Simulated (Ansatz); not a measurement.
## Profile along the Hf–O line in HfO2 (fluorite)

HfO$_{2}$ (fluorite)

```
HfO2
1.0
    0.00000     2.52227     2.52227
    2.52227     0.00000     2.52227
    2.52227     2.52227     0.00000
Hf O
1 2
Direct
  0.00000   0.00000   0.00000
  0.25000   0.25000   0.25000
  0.75000   0.75000   0.75000
```

Fields along a shortest Hf–O line of a {110} plane (2.18 Å), from Hf to O, interpolated on the slice's grid (step about 0.2 Å). Calculation: PBEsol (plane waves to 420 eV, PAW, scalar-relativistic; Ansatz, a first-principles code). k mesh 11×11×11. These are valence fields of a PAW run, semicore shells included where kept as valence: close to a nucleus they are smooth pseudo fields. HfO2 is run without spin polarisation. HfO2 was relaxed with its symmetry unable to fall. Spin-orbit coupling is left out, though Hf is heavy. The PAW data are Ansatz's earlier set. This is a high-temperature form of HfO2.

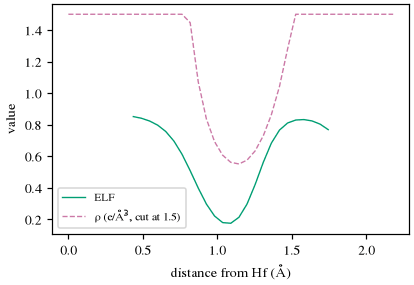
Figure: ELF (away from the nuclei) and valence density from Hf to O.

Density on the Hf–O line (2.18 Å) at its density minimum, 1.1 Å from Hf: 0.55 e/Å³. ELF at that point: 0.2. Element round which the density of the highest valence band (whole band, smooth part) is largest on this plane: O.
